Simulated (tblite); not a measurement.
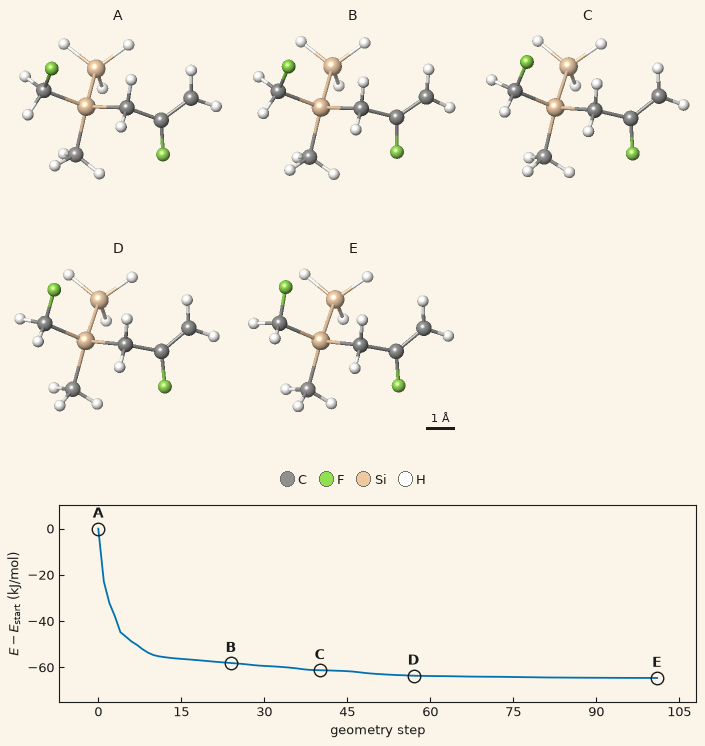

Frames of a relaxation of C$_{5}$H$_{12}$F$_{2}$Si$_{2}$, marked on the history of the run. Style: ball-and-stick. Shown at a tilt.

Method: GFN2-xTB geometry optimisation, gas phase (tblite 0.8.0). 

Q: Describe the path.

A: An H atom moves most after the best rigid fit: 0.83 Å. Largest moves by element: H 0.83 Å, F 0.82 Å, C 0.20 Å, Si 0.18 Å. Some distances before and after: Si–Si 2.227 → 2.329 Å, C–Si 1.841 → 1.937 Å, C–Si 1.868 → 1.935 Å, C–H 1.146 → 1.088 Å. Among the angles between lasting bonds that change: C–Si–C 112.8° → 103.9°, C–C–C 120.6° → 128.7°, F–C–C 120.5° → 112.6°. Groups turn about C–Si by about 40°, C–Si by about 30°. Over 101 geometry steps the energy falls by 64.5 kJ/mol. The run took 1 s on 1 thread of Arm Neoverse V1, with other jobs on the host. From step 0 to 24: an H atom moves most (0.19 Å), energy −58.1 kJ/mol. From step 24 to 40: an H atom moves most (0.33 Å), energy −3.12 kJ/mol. From step 40 to 57: an F atom moves most (0.33 Å), energy −2.36 kJ/mol. From step 57 to 101: an F atom moves most (0.27 Å), energy −0.97 kJ/mol.

```tsv
step	E − E(0), kJ/mol
0	0.00
1	-22.83
2	-32.13
3	-37.90
4	-44.77
5	-46.72
6	-48.78
7	-50.27
8	-52.13
9	-53.63
10	-54.68
15	-56.30
20	-57.30
24	-58.09
29	-59.19
34	-59.96
39	-61.15
44	-61.48
48	-62.33
53	-63.17
58	-63.63
63	-63.79
67	-63.95
72	-64.05
77	-64.20
82	-64.36
87	-64.43
91	-64.48
96	-64.52
101	-64.54
```
